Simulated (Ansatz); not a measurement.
**H2MoO4: density, localisation and related maps**

```tsv
atom	x (Å)	y (Å)	z (Å)
Mo	0.2863	0.0720	0.2218
O	0.1784	0.6169	1.8003
O	1.8998	-0.0939	-0.1894
O	-0.5041	1.3052	-0.9316
H	-1.0635	2.0466	-0.6721
O	-0.5749	-1.5767	0.0952
H	-0.2219	-2.3701	-0.3242
```

Geometry: PBE0-D4/def2-SVP; core potentials replace the inner electrons of Mo.

Level of theory: RKS PBE0-D4/def2-TZVP in Ansatz 0.2.0.

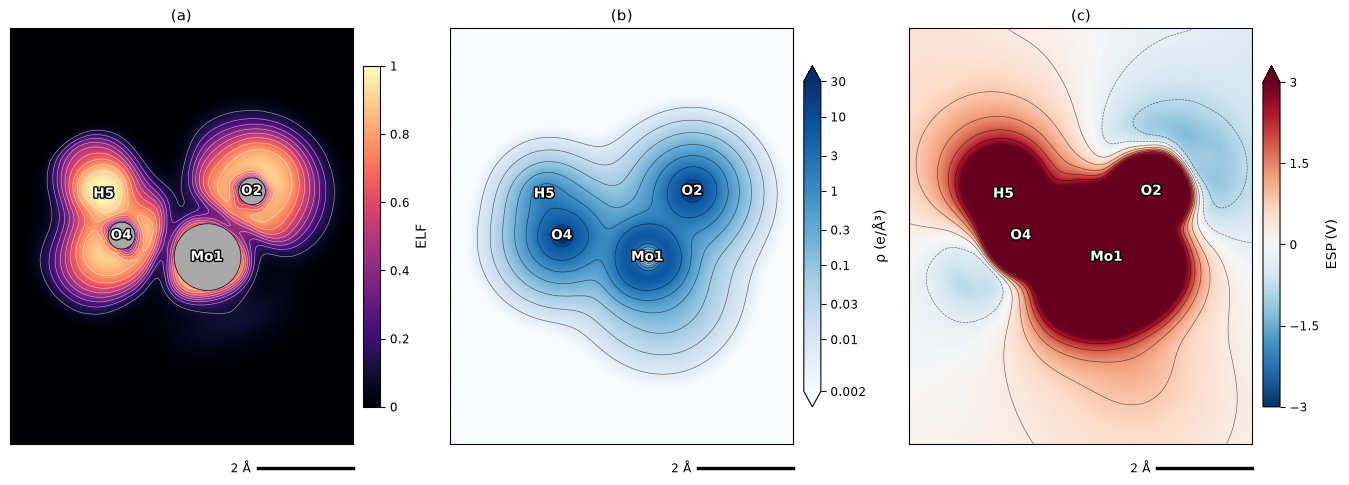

Figure 1. (a) ELF; (b) electron density; (c) molecular electrostatic potential on the plane of atoms O2, Mo1 and O4. Grey discs cover the atomic cores in the ELF map.

**Describe what can be read from this map.**

Atoms in the plane: Mo, O and H. Mo–O (1.67 Å): ρ is about 2 e/Å³ halfway; the ELF peaks at about 0.75 in the valence shell of O, 0.5 Å from its nucleus, and drops to about 0.40 between the two atoms. O–H (0.96 Å): the density is about 3.7 e/Å³ at the midpoint; the ELF climbs to about 1 towards the hydrogen, as it does in any bond to H (an ordinary covalent bond to hydrogen). Mo–O (1.86 Å): the density is about 1.2 e/Å³ at the midpoint; the ELF peaks at about 0.85 in the valence shell of O, 0.5 Å from its nucleus, and drops to about 0.30 between the two atoms. Outside the dense part of the molecule the potential is most negative (−1.3 V) near O2.

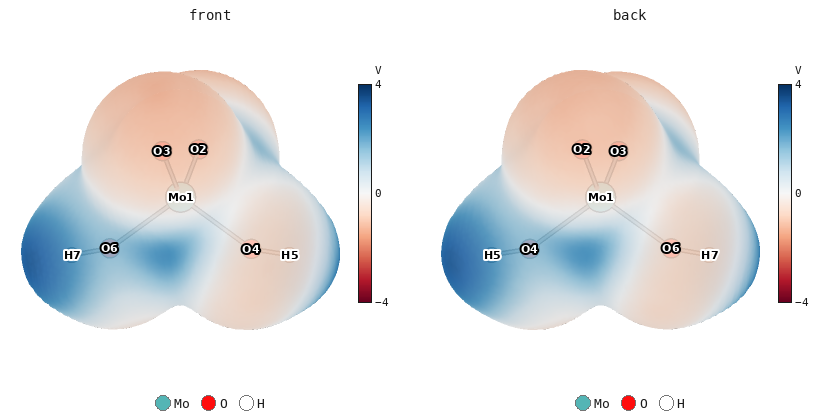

Figure 2. The molecular electrostatic potential painted on the density surface at 0.002 e/bohr³, seen from the front and from behind; red is negative and blue positive.

**Which sites attract a positive test charge, and which a negative one?**

A positive charge is drawn to the negative regions and a negative charge to the positive ones. The most negative region (about −1.3 V) lies over O2 and O3, the most positive (about +3.3 V) over H5 and H7.

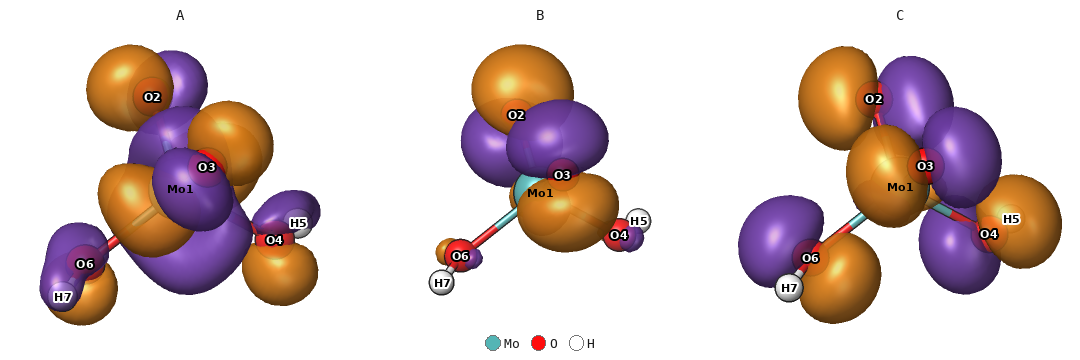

Figure 3. Three frontier orbitals at ±0.1 Å⁻³ᐟ² (orange and purple are the two phases), in no order.

**Which picture is the HOMO−1, the HOMO and the LUMO?**

C is the HOMO−1 (−9.70 eV). It lies mainly on O2 (about 25 %), O3 (about 25 %), O4 (about 20 %), O6 (about 20 %) and Mo1 (about 10 %); largely a combination of lone pairs on O2, O3, O4 and O6. B is the HOMO (−9.17 eV). By Hirshfeld shares it lies mainly on O2 (about 45 %) and O3 (about 45 %); largely a combination of lone pairs on O2 and O3. A is the LUMO (−2.15 eV). It lies mainly on Mo1 (about 60 %), O2 (about 15 %), O3 (about 15 %), O4 (about 5 %) and O6 (about 5 %).

**What is the HOMO–LUMO gap?**

7.02 eV between the orbital energies.
